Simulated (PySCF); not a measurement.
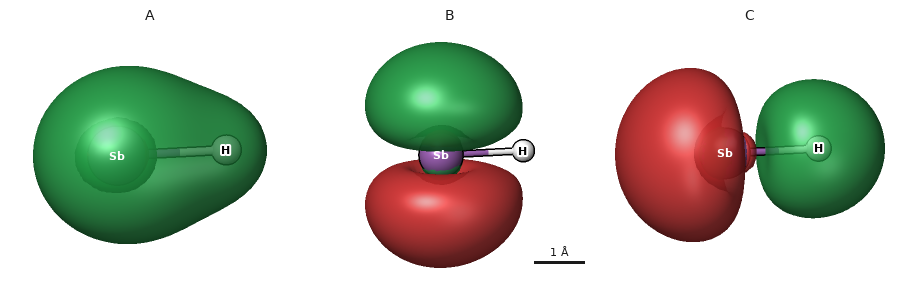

Figure. SbH (triplet). Three frontier β-spin orbitals, each drawn at the value that holds 80 % of its norm (green and red are the two phases), in no order; of a degenerate pair one member is drawn.

Core potentials replace the inner electrons of Sb.

Theory: PBE0/def2-SVPD, non-relativistic Hamiltonian with scalar-relativistic core potentials where named, at a bond length of 1.725 Å (PySCF 2.14.0).

> Name the orbitals and rank them from lowest to highest energy.

Orbital A: σ, occupied in this spin, −14.04 eV; mainly on Sb (85 %).
Orbital C: σ, occupied in this spin, −8.30 eV; shared between the atoms (Sb 70 %, H 30 %).
Orbital B: π, empty in this spin, −2.77 eV; almost wholly on Sb.
